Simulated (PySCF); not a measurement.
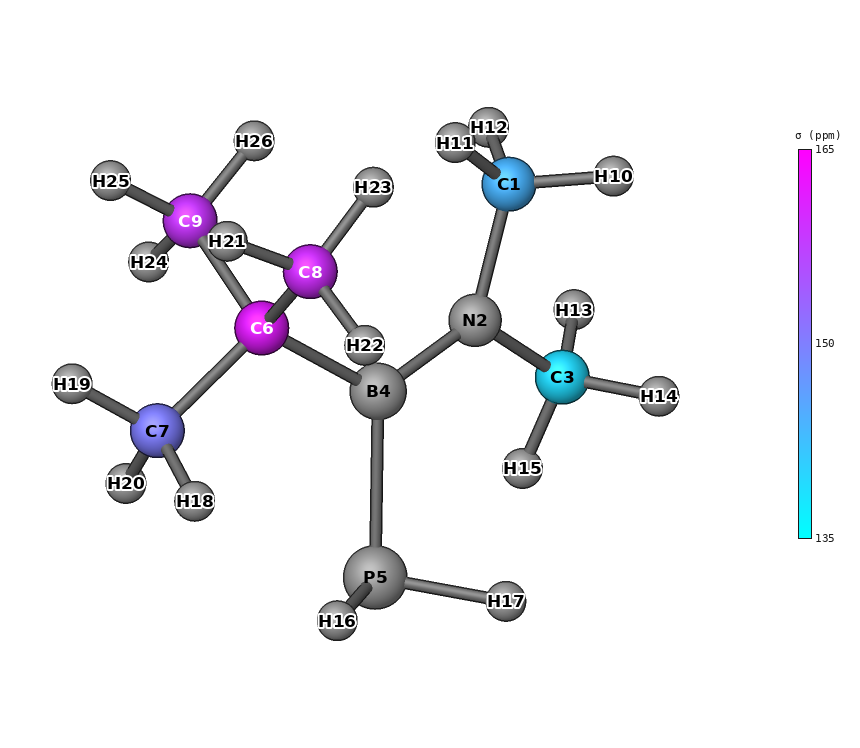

Atoms are coloured by their isotropic NMR shieldings (C only, the others grey). Computed geometry: GFN2-xTB optimisation. No frequency run is at hand to confirm it as a minimum. Level of theory: GIAO PBE0/pcSseg-1 NMR shielding, non-relativistic, gas phase (PySCF 2.14.0).

Q: Which C atom is the most shielded (lowest chemical shift)?

A: C6 (161.6 ppm).

Q: Which C atom is the least shielded (highest chemical shift)?

A: C3 (139.2 ppm).

Q: How wide is the range of C shifts?

A: 22.4 ppm.

List the isotropic NMR shieldings of the C atoms.

```
atom  σ (ppm)
  C1    143.7
  C3    139.2
  C6    161.6
  C7    150.1
  C8    159.5
  C9    158.6
```

The geometry is semi-empirical. Around B, P such bond lengths and angles can be off by a tenth of an ångström or more and by several degrees, and values that hang on the shape move with them.
